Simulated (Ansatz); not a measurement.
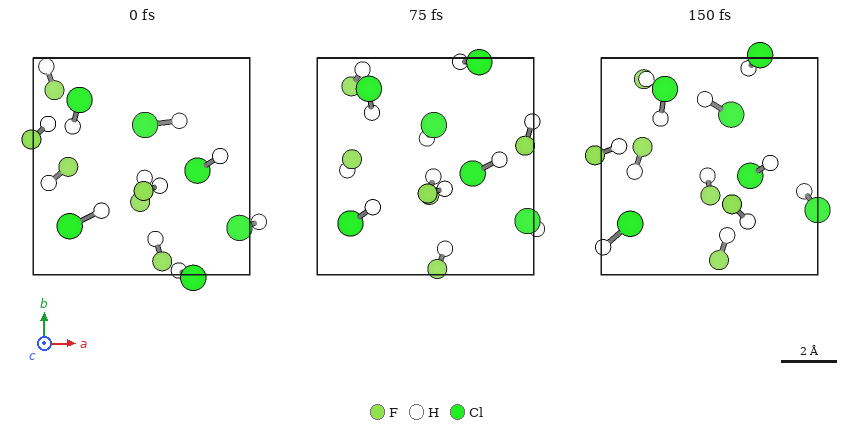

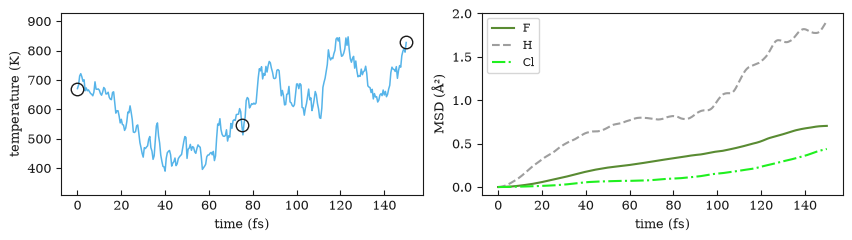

Molecular dynamics of a periodic cell with 6 HF + 6 HCl at 1.103 g/cm³, 150 fs long. Frames and the history of the run. The picture is a ball-and-stick view of the simulation cell, seen along the c axis. Atoms that leave the cell re-enter on the other side.

Method: DFT PBE, scalar-relativistic, plane waves, PAW (Ansatz 0.2.0). Run with plane-wave cutoff 420 eV; k-point mesh 1 × 1 × 1; Fermi-Dirac smearing 0.05 eV; Langevin thermostat (NVT); set temperature 700 K; time step 0.5 fs; friction 0.02 per fs.

**What do the frames and curves show?**

In the second half of the run the atoms are, in the root-mean-square, this far from where they began (common drift taken out): H 1.14 Å, F 0.71 Å, Cl 0.47 Å. The heavy atoms stay within a fraction of a molecule's size of their starting places, while the hydrogen atoms travel further, as molecules turn; so short a run doesn't tell a liquid from a solid. Over the second half the temperature averages 696 K (spread ±72 K). The potential energy is still drifting at the end, so the run hasn't reached equilibrium. The potential energy in the second half lies on average 70.1 meV per atom above the first frame.

Limits of the set-up: the periodic images lie only 8.0 Å apart, so the values are limited by the cell's size.

Cost: 5 min on 1 thread of AMD EPYC 9R45 96-Core Processor (Zen 5), with other jobs on the host, peak memory 0.53 GiB.
